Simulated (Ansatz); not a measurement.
## What Ge → Sn does to hypothetical rock salt WGe

Take WGe in the rock salt structure (space group Fm-3m, No. 225; a = 5.098 Å; a hypothetical phase, not in the database extracts checked) as the base.

It is then changed as follows: Sn takes the place of Ge on all its sites, then cell and atoms are relaxed.

Level of theory: PBEsol, PAW, 420 eV (Ansatz, an electronic-structure program; without spin-orbit coupling). k-mesh 15×15×15 (Γ-centred); smearing 0.05 eV (Fermi–Dirac), for the changed cell.

| quantity | base | changed | shift |
|---|---|---|---|
| volume per atom | 16.56 Å³ | 20.50 Å³ | +3.94 Å³ |
| density | 12.86 g/cm³ | 12.26 g/cm³ | -0.605 g/cm³ |
| space group | Fm-3m (No. 225) | Fm-3m (No. 225) | – |
| band gap | zero | zero | – |

Final structure:

```
CELL_PARAMETERS angstrom
      0.00000     2.73674     2.73674
      2.73674     0.00000     2.73674
      2.73674     2.73674     0.00000
ATOMIC_POSITIONS crystal
  Sn 0.00000 0.00000 0.00000
  W  0.50000 0.50000 0.50000
```

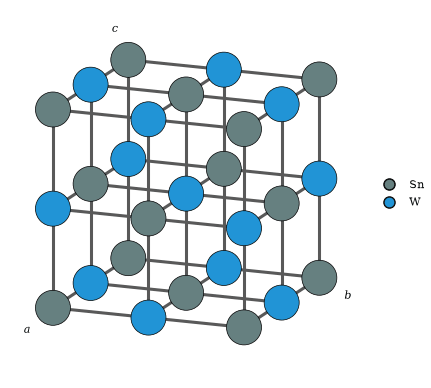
Fig. 1. The relaxed conventional cell after the change

Cost of the whole job for the changed cell (relaxation, final SCF and bands): very roughly 40 core-seconds.

No phonon test of stability was made. As relaxed here, SnW is a hypothetical phase, not in the database extracts checked. All final runs are without spin polarisation. SnW and WGe have a high density of states at the Fermi level and may be magnetic at this level.
